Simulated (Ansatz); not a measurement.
Partial pair distribution functions of a relaxed model of amorphous Ga$_{24}$O$_{38}$Hf, broadened by 0.06 Å; density 5.32 g/cm³. The numbers are results of PBE, scalar-relativistic without spin-orbit coupling (plane waves to 420 eV, PAW; Ansatz, a program for electronic structure), not measurements.

It comes from a melt-quench run on a machine-learned potential (CHGNet), relaxed afterwards by DFT. O atoms were pushed apart under 1.9 Å during the dynamics, to hinder bonds among them. The hot cell started wider than the set density and was brought back towards it in steps. It is the lowest in DFT energy of 2 quenches. It is a model cell: composition and starting density were chosen by hand, and all elements were melted together. No dispersion term was used. Its density started from a set value of 5.20 and ended at 5.32 g/cm³. The quench (nominally 280 K/ps over its main leg) was far faster than any real one, so the model tends to hold more defects than a real film. A cell of this size samples the disorder only roughly. Volume and shape were free in the relaxation.

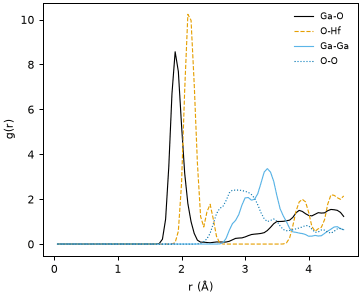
Fig. 1. Partial pair distribution functions

Highest peaks under 4.5 Å: Ga-O near 1.90 Å, O-Hf near 2.10 Å, Ga-Ga near 3.35 Å, O-O near 2.90 Å; pairs of few atoms are noisy.

Within 2.32 Å each Ga has 4.62 O neighbours on average.
